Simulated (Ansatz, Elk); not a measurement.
## Bonding as seen by X-rays: LaSc2Si2

Structure refinements treat a crystal as free atoms side by side. For a made-up structure of LaSc2Si2 (cell and positions from a r2SCAN relaxation) the runs below show what the calculated density changes in F(hkl).

Method: DFT, PBE, all-electron APW+lo, Dirac cores, scalar-relativistic bands, static density, no spin, in Elk 11.2.3 (patched build).

The structure was built from a prototype and need not be the compound's stable phase.

### 1. The starting structure

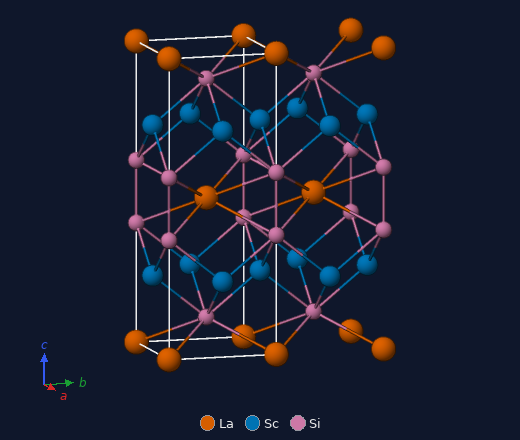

The cell as given, slightly off an axis (lanthanum orange, scandium blue, silicon pink). 1×2×1 cells are drawn. This picture shows the conventional cell, with its axes. Some periodic images of atoms are drawn too.

### 2. Ground state and structure factors

An all-electron density is needed, since X-rays see the cores too. Task 0 finds the density and task 195 Fourier-transforms it; tshift is off so that phases refer to the origin typed.

Contents of elk.in:

```
tasks
  0
  195

xctype
  20

spinpol
  .false.

rgkmax
  7.0

gmaxvr
  14.0

lmaxo
  7

lmaxapw
  8

swidth
  0.002

tshift
  .false.

ramdisk
  .false.

hmaxvr
  5.5

maxscl
  120

epspot
  1e-06

sppath
  './'

avec
  -4.13230252273 4.13230252273 11.24914881816
  4.13230252273 -4.13230252273 11.24914881816
  4.13230252273 4.13230252273 -11.24914881816

atoms
  3
  'La.in'
  1
  -0.0000000000 -0.0000000000 -0.0000000000   0.000000 0.000000 0.000000
  'Sc.in'
  2
  0.7500000000 0.2500000000 0.5000000000   0.000000 0.000000 0.000000
  0.2500000000 0.7500000000 0.5000000000   0.000000 0.000000 0.000000
  'Si.in'
  2
  0.3959521764 0.3959521764 0.0000000000   0.000000 0.000000 0.000000
  0.6040478236 0.6040478236 -0.0000000000   0.000000 0.000000 0.000000

ngridk
  7 7 7
```

Run with:

```console
$ OMP_NUM_THREADS=4 elk
```

Numbers of over 12 decimals in the logs are rounded to 6 here.

Output:

```text
┌─────────────────────────┐
│ Elk code version 11.2.3 │
└─────────────────────────┘

All units are atomic (Hartree, Bohr, etc.)

┌─────────────────────────────────────────────────┐
│ Ground-state run starting from atomic densities │
└─────────────────────────────────────────────────┘

Lattice vectors :
  -4.132302523       4.132302523       11.24914882
   4.132302523      -4.132302523       11.24914882
   4.132302523       4.132302523      -11.24914882

Reciprocal lattice vectors :
 -0.3071036043E-17  0.7602523378      0.2792738103
  0.7602523378     -0.3071036043E-17  0.2792738103
  0.7602523378      0.7602523378     -0.1236883617E-16

Unit cell volume      :    768.3584474
Brillouin zone volume :   0.3228313742

Muffin-tin inner radius fraction :   0.1000000000E-01

Nuclei treated as point charges

Species : 1 (La)
 parameters loaded from : La.in
 name : lanthanum
 nuclear charge    :   -57.00000000
 electronic charge :    57.00000000
 atomic mass :    253209.2366
 muffin-tin radius :    2.800000000
 number of radial points in muffin-tin :   1393
 inner part over the whole radius :   0.9924947902E-02
 number on inner part of muffin-tin    :    996
 approximate nuclear radius :   0.9226798129E-04
 number of mesh points to nuclear radius :    505
 atomic positions (lattice), magnetic fields (Cartesian) :
  1 :   0.00000000  0.00000000  0.00000000    0.00000000  0.00000000  0.00000000

Species : 2 (Sc)
 parameters loaded from : Sc.in
 name : scandium
 nuclear charge    :   -21.00000000
 electronic charge :    21.00000000
 atomic mass :    81949.61073
 muffin-tin radius :    2.400000000
 number of radial points in muffin-tin :    993
 inner part over the whole radius :   0.9898716403E-02
 number on inner part of muffin-tin    :    698
 approximate nuclear radius :   0.6711386133E-04
 number of mesh points to nuclear radius :    323
 atomic positions (lattice), magnetic fields (Cartesian) :
  1 :  -0.25000000  0.25000000  0.50000000    0.00000000  0.00000000  0.00000000
  2 :   0.25000000 -0.25000000  0.50000000    0.00000000  0.00000000  0.00000000

Species : 3 (Si)
 parameters loaded from : Si.in
 name : silicon
 nuclear charge    :   -14.00000000
 electronic charge :    14.00000000
 atomic mass :    51196.73458
 muffin-tin radius :    2.200000000
 number of radial points in muffin-tin :    793
 inner part over the whole radius :   0.9899632250E-02
 number on inner part of muffin-tin    :    553
 approximate nuclear radius :   0.5963282101E-04
 number of mesh points to nuclear radius :    246
 atomic positions (lattice), magnetic fields (Cartesian) :
  1 :   0.39595218  0.39595218  0.00000000    0.00000000  0.00000000  0.00000000
  2 :  -0.39595218 -0.39595218  0.00000000    0.00000000  0.00000000  0.00000000

Total number of atoms per unit cell :    5
Total muffin-tin volume :    296.9684704
 ratio of muffin-tin to unit cell volume :   0.3864973065

Spin treatment :
 spin-unpolarised

Number of Bravais lattice symmetries :   16
Number of crystal symmetries         :   16
Crystal has inversion symmetry
Real symmetric eigensolver will be used

k-point grid :      7     7     7
k-point offset :    0.000000000       0.000000000       0.000000000
k-point set is reduced with full crystal symmetry group
Total number of k-points :       40

Muffin-tin radius times maximum |G+k| :    7.000000000
 using average radius
Maximum |G+k| for APW functions       :    2.916666667
Maximum (1/2)|G+k|²                   :    4.253472222
Maximum |G| for potential and density :    14.00000000
Constant for pseudocharge density :   10
 order of it for each species :   17  17  17
 order of it for pair densities of each species (exact exchange by exxq0 0: 18) :   13  10   7
Radial integration step length :    1

G-vector grid sizes :     60    60    60
Number of G-vectors :    35627

Maximum angular momentum used for
 APW functions            :    8
 outer part of muffin-tin :    7
 inner part of muffin-tin :    2

Total nuclear charge    :   -127.0000000
[...]
electron entropic           :    -0.14582407349512E-02
 total energy                :     -10608.139555003

Density of states at Fermi energy :    115.3761402
 (states/Hartree/unit cell)

Estimated indirect band gap :   0.3941902440E-03
 from k-point 23 to k-point 13
Estimated direct band gap   :   0.4291820168E-02
 at k-point 39

Charges :
 core                        :    86.00000000
 valence                     :    41.00000000
 interstitial                :    9.868618973
 muffin-tins (core leakage)
  species : 1 (La)
   atom 1                    :    54.37956523     (  0.2233609126E-03)
  species : 2 (Sc)
[...]
species : 3 (Si)
[...]
total in muffin-tins        :    117.1313810
 total calculated charge     :    126.9969119
 total charge                :    127.0000000
 error                       :   0.3088067416E-02

RMS change in Kohn-Sham potential (target) :   0.3609754790     (  0.1000000000E-05)
Absolute change in total energy (target)   :   0.6978164254     (  0.1000000000E-03)

[... loops 3 to 13 left out ...]

┌──────────────────┐
│ Loop number : 14 │
└──────────────────┘

Energies :
 Fermi                       :     0.268158
 sum of occupied eigenvalues :     -6451.6199563000
 electron kinetic            :      11217.057184981
 core electron kinetic       :      11040.356450831
 Coulomb                     :     -21499.253909191
 Coulomb potential           :     -17246.843609320
 nuclear-nuclear             :     -1051.6564463593
 electron-nuclear            :     -23668.298033164
 Hartree                     :      3220.7005703329
 Madelung                    :     -12875.832104531
 xc potential                :     -421.83353196007
 exchange                    :     -318.08482497135
 correlation                 :     -6.030545
 electron entropic           :    -0.16169175843301E-02
 total energy                :     -10606.313710711

Density of states at Fermi energy :    126.0021408
 (states/Hartree/unit cell)

Estimated indirect band gap :   0.5213304756E-03
 from k-point 36 to k-point 28
Estimated direct band gap   :   0.2850625285E-02
 at k-point 2

Charges :
 core                        :    86.00000000
 valence                     :    41.00000000
 interstitial                :    9.740795382
 muffin-tins (core leakage)
  species : 1 (La)
[...]
species : 2 (Sc)
[...]
species : 3 (Si)
[...]
total in muffin-tins        :    117.2592046
 total calculated charge     :    126.9969972
 total charge                :    127.0000000
 error                       :   0.3002804776E-02

RMS change in Kohn-Sham potential (target) :   0.8583595624E-06 (  0.1000000000E-05)
Absolute change in total energy (target)   :   0.8072569835E-04 (  0.1000000000E-03)

Convergence targets achieved

┌──────────────────┐
│ Loop number : 15 │
└──────────────────┘

Energies :
 Fermi                       :     0.268159
 sum of occupied eigenvalues :     -6451.6199498862
 electron kinetic            :      11217.057183727
 core electron kinetic       :      11040.356451009
 Coulomb                     :     -21499.253903307
 Coulomb potential           :     -17246.843601886
 nuclear-nuclear             :     -1051.6564463593
 electron-nuclear            :     -23668.298029060
 Hartree                     :      3220.7005721123
 Madelung                    :     -12875.832102364
 xc potential                :     -421.83353172683
 exchange                    :     -318.08482423454
 correlation                 :     -6.030545
 electron entropic           :    -0.16169177363693E-02
 total energy                :     -10606.313705325

Density of states at Fermi energy :    126.0022454
 (states/Hartree/unit cell)

Estimated indirect band gap :   0.5212903711E-03
 from k-point 36 to k-point 28
Estimated direct band gap   :   0.2850513029E-02
 at k-point 2

Charges :
 core                        :    86.00000000
 valence                     :    41.00000000
 interstitial                :    9.740795822
 muffin-tins (core leakage)
  species : 1 (La)
[...]
species : 2 (Sc)
[...]
atom 2                    :    19.14754849     ( -0.2163182131E-06)
  species : 3 (Si)
   atom 1                    :    12.22428594     (  0.1343786895E-02)
   atom 2                    :    12.22428594     (  0.1343786895E-02)
 total in muffin-tins        :    117.2592042
 total calculated charge     :    126.9969972
 total charge                :    127.0000000
 error                       :   0.3002804417E-02

┌──────────────────────────────┐
│ Self-consistent loop stopped │
└──────────────────────────────┘

Warning : core states of species 1 leak from the muffin-tin :   0.2163456690E-03

Warning : core states of species 3 leak from the muffin-tin :   0.1343786895E-02

Wrote STATE.OUT
```

Wall time 41 s (4 threads of Arm Neoverse V1, shared host); peak memory 0.22 GiB; 1.7 min of CPU time.

SFACRHO.OUT:

```text

h k l indices transformed by vhmat matrix:
   1.000000000       0.000000000       0.000000000    
   0.000000000       1.000000000       0.000000000    
   0.000000000       0.000000000       1.000000000    

      h      k      l  multipl.   |H|            Re(F)            Im(F)           |F|

      0      0      0      1   0.0000000       127.00000     -0.13589214E-16   127.00000    
      1      1     -1      2  0.55854762       21.696534      0.10663115E-13   21.696534    
      0     -1      0      8  0.80992437       32.007068     -0.66644472E-15   32.007068    
      1     -1      0      4   1.0751592       36.530898     -0.72261864E-17   36.530898    
      2      2     -2      2   1.1170952       61.029233     -0.19326897E-13   61.029233    
      1      2     -2      8   1.1313392       55.157169      -0.0000000       55.157169    
     -2      0      1      8   1.2115868       82.721195      0.13328894E-14   82.721195    
      1     -1     -1      4   1.5205047       90.069533      0.26606373E-14   90.069533    
     -3     -1      2      8   1.5504416     -0.77237668      0.66644472E-15  0.77237668    
     -3     -2      2      8   1.5899151       60.467717      -0.0000000       60.467717    
      0      2     -2      8   1.6198487       19.327753     -0.13328894E-14   19.327753    
      3      3     -3      2   1.6756429       2.3932219     -0.93302261E-14   2.3932219    
      1      0      1     16   1.7227629       27.902738      -0.0000000       27.902738    
     -3     -1      1      8   1.8867528       51.502832      0.53315577E-14   51.502832    
     -1     -2      0     16   1.8952211       46.323922      -0.0000000       46.323922    
     -4     -2      3      8   1.9909159       52.600708     -0.93302261E-14   52.600708    
     -3     -4      4      8   2.0975421       40.499529      -0.0000000       40.499529    
      0      0      2      4   2.1503183       77.600735     -0.59775859E-14   77.600735
```

Elk indexes on the primitive cell of elk.in and gives |H| = 4π sin θ/λ in inverse bohr. Below, one row stands for each form hkl of the conventional cell (m members, Friedel mates merged), F is for one primitive cell and the density is static (no thermal factor). Free-atom factors are Waasmaier and Kirfel's, and R is Σm||F|−|F'||/Σm|F|.

| hkl | m | sin θ/λ (Å⁻¹) | abs F, DFT | neutral atoms | diff. |
| --- | --- | --- | --- | --- | --- |
| 002 | 2 | 0.084 | 21.697 | 21.772 | -0.075 |
| 101 | 8 | 0.122 | 32.007 | 32.163 | -0.156 |
| 110 | 4 | 0.162 | 36.531 | 36.154 | +0.377 |
| 004 | 2 | 0.168 | 61.029 | 61.620 | -0.591 |
| 103 | 8 | 0.170 | 55.157 | 55.016 | +0.141 |
| 112 | 8 | 0.182 | 82.721 | 82.921 | -0.200 |
| 200 | 4 | 0.229 | 90.070 | 90.379 | -0.309 |
| 114 | 8 | 0.233 | 0.772 | 1.034 | -0.262 |
| 105 | 8 | 0.239 | 60.468 | 60.622 | -0.155 |
| 202 | 8 | 0.244 | 19.328 | 19.304 | +0.024 |
| 006 | 2 | 0.252 | 2.393 | 2.044 | +0.349 |
| 211 | 16 | 0.259 | 27.903 | 27.650 | +0.252 |
| 204 | 8 | 0.284 | 51.503 | 51.202 | +0.301 |
| 213 | 16 | 0.285 | 46.324 | 46.413 | -0.089 |

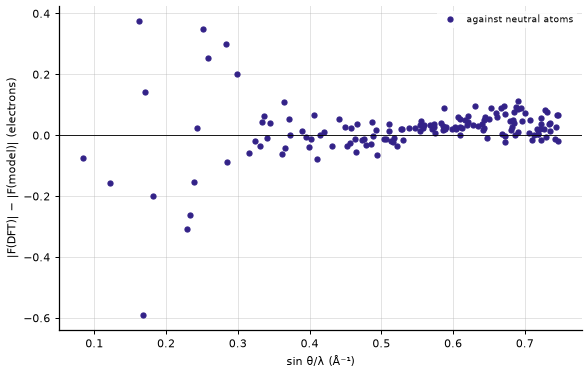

Difference between the calculated structure factors and the independent-atom ones.

### 3. The highest occupied states alone

An energy window below the Fermi level keeps the highest occupied states, to see at which angles they scatter; shallow core shells can lie inside it and anion s states outside. No new self-consistency is needed.

Changes to elk.in since step 2:

```diff
@@ -1,3 +1,2 @@
 tasks
-  0
   195
@@ -40,2 +39,5 @@
 
+wsfac
+  -0.283080 0.568160
+
 sppath
```

Run with:

```console
$ OMP_NUM_THREADS=4 elk
```

Output:

```text
┌─────────────────────────────────┐
│ Elk code version 11.2.3 started │
└─────────────────────────────────┘

Info(readinput): the functional depends on the density's gradient
 muffin-tin radial points multiplied by    2.00000
 (not where nrmtscf is given)

┌────────────────────┐
│ Current task : 195 │
└────────────────────┘

Info(sfacrho): density structure factors written to SFACRHO.OUT

 Energy window :  -0.2830800000      0.5681600000

┌──────────────────┐
│ Elk code stopped │
└──────────────────┘
```

The job ended after 16 s (4 threads; peak memory 0.17 GiB).

States within 15 eV below the Fermi level hold 17.00 electrons; any levels below the window count with the cores. Their amplitudes can exceed the total, where window and core parts have opposite phase:

| hkl | sin θ/λ (Å⁻¹) | abs F, window | abs F, all |
| --- | --- | --- | --- |
| 002 | 0.084 | 0.745 | 21.697 |
| 101 | 0.122 | 2.604 | 32.007 |
| 110 | 0.162 | 1.520 | 36.531 |
| 004 | 0.168 | 1.066 | 61.029 |
| 103 | 0.170 | 0.956 | 55.157 |
| 112 | 0.182 | 1.132 | 82.721 |
| 200 | 0.229 | 0.804 | 90.070 |
| 114 | 0.233 | 0.611 | 0.772 |
| 105 | 0.239 | 0.211 | 60.468 |
| 202 | 0.244 | 0.389 | 19.328 |

### 4. Another functional

The difference from free atoms is small, so it is set against the change that PBEsol makes.

Changes to elk.in since step 3:

```diff
@@ -1,2 +1,3 @@
 tasks
+  0
   195
@@ -4,3 +5,3 @@
 xctype
-  20
+  22
 
@@ -39,5 +40,2 @@
 
-wsfac
-  -0.283080 0.568160
-
 sppath
```

Run with:

```console
$ OMP_NUM_THREADS=4 elk
```

Output:

```text
┌─────────────────────────┐
│ Elk code version 11.2.3 │
└─────────────────────────┘

All units are atomic (Hartree, Bohr, etc.)

┌─────────────────────────────────────────────────┐
│ Ground-state run starting from atomic densities │
└─────────────────────────────────────────────────┘

Lattice vectors :
  -4.132302523       4.132302523       11.24914882
   4.132302523      -4.132302523       11.24914882
   4.132302523       4.132302523      -11.24914882

Reciprocal lattice vectors :
 -0.3071036043E-17  0.7602523378      0.2792738103
[...]
species : 3 (Si)
   atom 1                    :    12.21504951     (  0.1356852504E-02)
   atom 2                    :    12.21504951     (  0.1356852504E-02)
 total in muffin-tins        :    117.2475063
 total calculated charge     :    126.9969679
 total charge                :    127.0000000
 error                       :   0.3032103696E-02

┌──────────────────────────────┐
│ Self-consistent loop stopped │
└──────────────────────────────┘

Warning : core states of species 1 leak from the muffin-tin :   0.2188030026E-03

Warning : core states of species 3 leak from the muffin-tin :   0.1356852504E-02

Wrote STATE.OUT
[key lines of the parts left out:]
total energy                :     -10600.203668369
```

The job ended after 41 s (4 threads; peak memory 0.22 GiB; 1.7 min of CPU time).

Against the first run R = 0.03 %; the largest change is -0.024 at 204.

### 5. A coarser k-mesh

About half the k-points along each axis test the sampling.

Changes to elk.in since step 4:

```diff
@@ -5,3 +5,3 @@
 xctype
-  22
+  20
 
@@ -63,2 +63,2 @@
 ngridk
-  7 7 7
+  4 4 4
```

Run with:

```console
$ OMP_NUM_THREADS=4 elk
```

Output:

```text
┌─────────────────────────┐
│ Elk code version 11.2.3 │
└─────────────────────────┘

All units are atomic (Hartree, Bohr, etc.)

┌─────────────────────────────────────────────────┐
│ Ground-state run starting from atomic densities │
└─────────────────────────────────────────────────┘

Lattice vectors :
  -4.132302523       4.132302523       11.24914882
   4.132302523      -4.132302523       11.24914882
   4.132302523       4.132302523      -11.24914882

Reciprocal lattice vectors :
 -0.3071036043E-17  0.7602523378      0.2792738103
[...]
species : 3 (Si)
   atom 1                    :    12.22409849     (  0.1343702547E-02)
   atom 2                    :    12.22409849     (  0.1343702547E-02)
 total in muffin-tins        :    117.2568162
 total calculated charge     :    126.9970001
 total charge                :    127.0000000
 error                       :   0.2999904529E-02

┌──────────────────────────────┐
│ Self-consistent loop stopped │
└──────────────────────────────┘

Warning : core states of species 1 leak from the muffin-tin :   0.2163338536E-03

Warning : core states of species 3 leak from the muffin-tin :   0.1343702547E-02

Wrote STATE.OUT
[key lines of the parts left out:]
total energy                :     -10606.313484118
```

Elapsed: 29 s, on 4 threads; peak memory 0.22 GiB.

Against the first run R = 0.00 %; the largest change is +0.016 at 006.

### 6. Settings against the effect

| run | R against the first run (%) | R against neutral atoms, low angle (%) | wall time |
| --- | --- | --- | --- |
| PBE, rgkmax 7 | 0.00 | 0.46 | 41 s |
| PBEsol | 0.03 | 0.46 | 41 s |
| k-mesh 4×4×4 | 0.00 | 0.46 | 29 s |

### 7. Outcome

```yaml
r_against_neutral_atoms_sin_theta_lambda_0p3_a_minus1: 0.46 %
r_against_neutral_atoms_0p3_to_0p75_a_minus1: 0.13 %
```

**Reading.** Independent neutral atoms miss the calculated amplitudes by R = 0.46 % below 0.3 Å⁻¹ and 0.13 % from there to 0.75 Å⁻¹; by shells, 0.47 % below 0.15 Å⁻¹ (2 forms), 0.46 % 0.15 to 0.3 (13 forms), 0.11 % 0.3 to 0.45 (22 forms), 0.13 % above 0.45 (112 forms). Bonding, aspherical density and the tables' own atoms all enter these figures, and the runs don't part them. The largest change of an amplitude is -0.59 electrons, at 004. Weak lines can change much in proportion: 114 goes from 1.03 to 0.77. The window's part falls from 17.0 electrons at the origin to at most 0.23 between 0.45 and 0.75 Å⁻¹. Below 0.3 Å⁻¹ the changes that finished (PBEsol and k-mesh 4×4×4) move F by R = 0.03 % at most, against the 0.46 % that separates it from free atoms. The basis has no finished test. Part of the difference isn't bonding: the tables are fits to free atoms and ions calculated by other methods than this functional. Thermal motion, anomalous dispersion and extinction are left out.

[Logs are printed without paths, hosts, clocks, repeated set-up lines and the standing remarks that a program may print on its own settings, such as how far it seeks lower states.]

[Hosts, paths, dates, database ids (printed as entryN), source tags and the programs' standing remarks are cut or masked in the printed files.]
